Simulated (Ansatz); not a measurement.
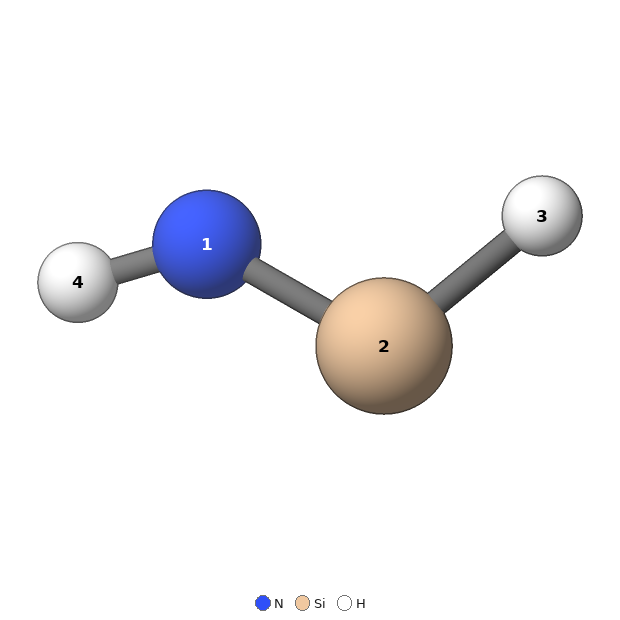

Atoms carry their numbers in the input. Charge 0, doublet. The computed structure is the end point of a PBE0-D4/def2-TZVP optimisation. No frequency run is at hand to confirm it as a minimum.

How are the neighbours of atom 2 arranged?

Answer. Si2 has 2 neighbours (N1 at 1.59, H3 at 1.52 Å); the arrangement is bent.

Describe the coordination of atom 1.

Answer. N1 has 2 neighbours (Si2 at 1.59, H4 at 1.01 Å); the arrangement is bent.
